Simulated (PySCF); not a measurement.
# C7H14 (4,4-dimethyl-1-pentene) at 5 levels

We compute a comparison of 5 runs (B3LYP/def2-SVP, BHLYP/def2-SVP, M06-L/def2-SVP, PBE0/def2-SVP, r2SCAN/def2-SVP) of C7H14 (4,4-dimethyl-1-pentene). The job is set up through a Python script.

The results are computed with PySCF 2.14.0.

## (1) Starting point

The species is C7H14 (21 atoms), meant as a singlet with charge 0. SMILES: `C=CCC(C)(C)C`. Geometry: relaxed at PBE0-D4/def2-TZVP. This is one conformer, not always the lowest.

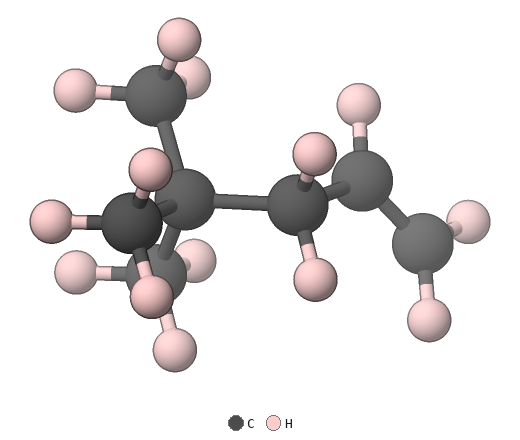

The structure, seen from a chosen angle (carbon dark grey, hydrogen pink).

## (2) A single-point energy at B3LYP/def2-SVP (run 1)

The input, calc.py:

```python
from pyscf import gto, dft

molecule = gto.M(
    atom=[
    ('C', (0.252370, -2.550760, -1.382220)),
    ('C', (0.410380, -1.234280, -1.390180)),
    ('C', (0.942270, -0.432460, -0.250790)),
    ('C', (-0.052620, 0.562700, 0.380900)),
    ('C', (-0.549870, 1.561610, -0.660200)),
    ('C', (-1.237100, -0.190970, 0.975940)),
    ('C', (0.676650, 1.316480, 1.488610)),
    ('H', (-0.136020, -3.082980, -2.243070)),
    ('H', (0.511070, -3.145720, -0.511190)),
    ('H', (0.141220, -0.684020, -2.289590)),
    ('H', (1.299670, -1.111330, 0.531250)),
    ('H', (1.813650, 0.140030, -0.594720)),
    ('H', (-1.134340, 1.072410, -1.442760)),
    ('H', (0.284890, 2.084950, -1.136050)),
    ('H', (-1.191600, 2.313250, -0.192460)),
    ('H', (-1.942390, 0.503850, 1.440200)),
    ('H', (-0.906570, -0.896580, 1.743810)),
    ('H', (-1.771540, -0.758180, 0.210620)),
    ('H', (1.525850, 1.878930, 1.089730)),
    ('H', (1.056820, 0.627660, 2.248430)),
    ('H', (0.007240, 2.025380, 1.983720)),
],
    max_memory=1860,
    basis='def2-svp',
    spin=0,
    verbose=3,
)

mf = dft.RKS(molecule)
mf.xc = 'b3lyp'
mf.conv_tol = 1e-10
mf.grids.level = 5
mf.kernel()
if not mf.converged:
    mf = mf.newton().run(mf.mo_coeff, mf.mo_occ)

etot = mf.e_tot
print('E(%s) = %.9f' % ('B3LYP', etot))
```

Run with:

```console
$ OMP_NUM_THREADS=1 python calc.py
```

Standard output:

```text
converged SCF energy = -274.961762101098
E(B3LYP) = -274.961762101
```

It took 96 s on 1 thread of Intel Xeon at 2.70GHz, shared host; peak memory 1.4 GiB.

## (3) A single-point energy at BHLYP/def2-SVP (run 2)

The input, job.py:

```python
from pyscf import gto, dft

molecule = gto.M(
    atom='''
C      0.476910    -4.820238    -2.612017
C      0.775506    -2.332451    -2.627059
C      1.780632    -0.817231    -0.473924
C     -0.099437     1.063349     0.719797
C     -1.039104     2.951015    -1.247597
C     -2.337780    -0.360881     1.844259
C      1.278683     2.487787     2.813065
H     -0.257041    -5.825988    -4.238788
H      0.965782    -5.944549    -0.966009
H      0.266867    -1.292610    -4.326698
H      2.456020    -2.100109     1.003917
H      3.427302     0.264618    -1.123858
H     -2.143592     2.026561    -2.726421
H      0.538364     3.939984    -2.146823
H     -2.251798     4.371409    -0.363697
H     -3.670585     0.952139     2.721584
H     -1.713169    -1.694291     3.295323
H     -3.347725    -1.432753     0.398014
H      2.883439     3.550663     2.059291
H      1.997100     1.186105     4.248917
H      0.013682     3.827413     3.748688
''',
    verbose=4,
    max_memory=1860,
    basis='def2-svp',
    unit='bohr',
)

mf = dft.RKS(molecule)
mf.xc = 'bhandhlyp'
mf.grids.level = 5
mf.conv_tol = 1e-10
mf.kernel()
if not mf.converged:
    mf = mf.newton().run(mf.mo_coeff, mf.mo_occ)

energy = mf.e_tot
print('E = %.10f Eh' % energy)
```

Run with:

```console
$ OMP_NUM_THREADS=1 python job.py
```

Standard output:

```text
PySCF version 2.14.0

[... 89 lines left out ...]
converged SCF energy = -274.775560656558
E = -274.7755606566 Eh
```

It took 77 s on 1 thread of Intel Xeon at 2.70GHz, shared host; peak memory 1.4 GiB.

Runs 3 to 4 aren't shown in full; the table further down has their settings and results.

## (4) A single-point energy at r2SCAN/def2-SVP (run 5)

The input, calc.py:

```python
from pyscf import gto, dft

mol = gto.M(
    atom='''
C        0.252370      -2.550760      -1.382220
C        0.410380      -1.234280      -1.390180
C        0.942270      -0.432460      -0.250790
C       -0.052620       0.562700       0.380900
C       -0.549870       1.561610      -0.660200
C       -1.237100      -0.190970       0.975940
C        0.676650       1.316480       1.488610
H       -0.136020      -3.082980      -2.243070
H        0.511070      -3.145720      -0.511190
H        0.141220      -0.684020      -2.289590
H        1.299670      -1.111330       0.531250
H        1.813650       0.140030      -0.594720
H       -1.134340       1.072410      -1.442760
H        0.284890       2.084950      -1.136050
H       -1.191600       2.313250      -0.192460
H       -1.942390       0.503850       1.440200
H       -0.906570      -0.896580       1.743810
H       -1.771540      -0.758180       0.210620
H        1.525850       1.878930       1.089730
H        1.056820       0.627660       2.248430
H        0.007240       2.025380       1.983720
''',
    max_memory=1860,
    verbose=3,
    basis='def2-svp',
)

ks = dft.RKS(mol)
ks.xc = 'r2scan'
ks.grids.level = 5
ks.conv_tol = 1e-10
ks.kernel()
if not ks.converged:
    ks = ks.newton().run(ks.mo_coeff, ks.mo_occ)

etot = ks.e_tot
print('E(%s) = %.9f' % ('R2SCAN', etot))
```

Run with:

```console
$ OMP_NUM_THREADS=1 python calc.py
```

Standard output:

```text
converged SCF energy = -274.776341875409
E(R2SCAN) = -274.776341875
```

It took 2.6 min on 1 thread of Intel Xeon at 2.70GHz, shared host; peak memory 1.5 GiB.

## (5) The series

```
run            level  energy (Eh)  dipole moment (D)  HOMO energy (eV)  LUMO energy (eV)  wall time
  1   B3LYP/def2-SVP  -274.961762               0.31             -7.02              0.35       96 s
  2   BHLYP/def2-SVP  -274.775561               0.29             -8.25              1.74       77 s
  3   M06-L/def2-SVP  -274.918326               0.39             -6.32             -0.28    2.7 min
  4    PBE0/def2-SVP  -274.618575               0.32             -7.28              0.55       89 s
  5  r2SCAN/def2-SVP  -274.776342               0.35             -6.35             -0.31    2.6 min
```

## (6) Results

```
            quantity          value
 run 5: total energy  -274.77634 Eh
run 5: dipole moment         0.35 D
  run 5: HOMO energy       -6.35 eV
  run 5: LUMO energy       -0.31 eV
run 5: HOMO–LUMO gap        6.04 eV
```

In words: The dipole moment (its size) runs from 0.29 D (BHLYP/def2-SVP) to 0.39 D (M06-L/def2-SVP). The HOMO–LUMO gap runs from 6.04 eV (M06-L/def2-SVP) to 9.99 eV (BHLYP/def2-SVP). Totals of different functionals can't be ranked against each other. All runs together took 9.6 min, the longest 2.7 min.
